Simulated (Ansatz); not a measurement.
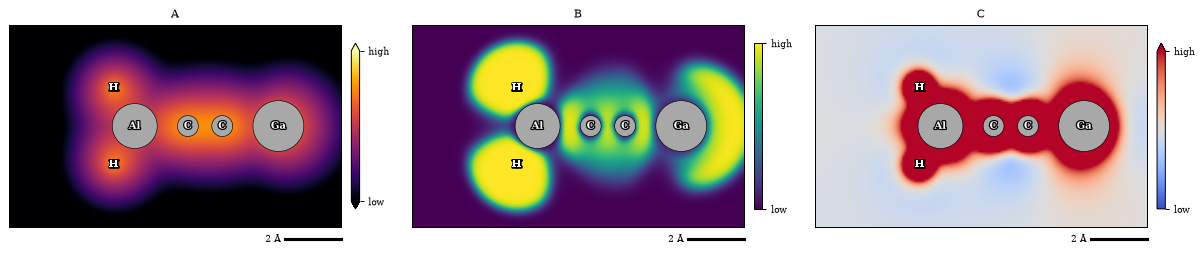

C2H2AlGa (SMILES [AlH2][C]#[C][Ga]): 3 fields on the molecular plane, with unlabelled colour scales. Grey discs cover the atomic cores.

Geometry: PBE0-D3(BJ)/def2-SVP.

Level of theory: Ansatz 0.2.0, isolated molecule in a Gaussian basis; Kohn-Sham density functional theory, functional PBE0.

```xyz
6

C    -1.1587   -1.7228    0.5085
C    -2.0630   -1.5715    1.3419
Al    0.2386   -1.9559   -0.7785
Ga   -3.5399   -1.3252    2.7029
H     1.4542   -0.9389   -0.7885
H     0.1480   -3.1602   -1.8049
```

> Which field does each panel show? The fields are: electron density, electron localisation function and electrostatic potential.

Panel A: electron density. Panel B: electron localisation function. Panel C: electrostatic potential (strongly positive close to the atoms, with negative regions outside electron-rich atoms). From the grid: C–C (1.24 Å): the density is about 2.8 e/Å³ at the midpoint; the ELF peaks at about 0.90 between the atoms: a short, multiple covalent bond. C–Al (1.91 Å): ρ at the midpoint is about 0.73 e/Å³; the ELF peaks at about 0.95 between the atoms: a polar covalent bond.
